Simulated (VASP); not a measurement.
Band structure of PtP (relaxed from the CsCl type structure, space group Pm-3m). Method: PBEsol GGA, VASP's PBE PAW potentials (set 64) (plane waves; VASP).

Unless said otherwise, spin-orbit coupling is left out, though it shifts the bands of the heavy elements here.

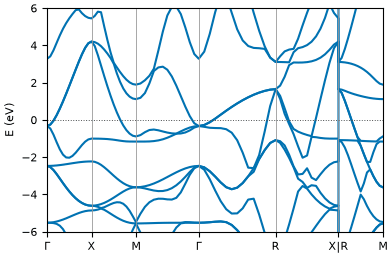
Figure. Bands along high-symmetry lines, zero at the valence-band maximum or, without a gap, the Fermi level

Q: Read the plot: is there a gap, and where are the band edges?

A: It has no gap at this level: it comes out as a metal or semimetal. (Edges off the drawn lines would not show.)

The structure was generated: PtP was put into the CsCl type type (Pm-3m), which need not be its known phase. It was relaxed first, which changed the volume by -8 %. The electron count is odd and the run is not spin-polarised, which forces a metal.
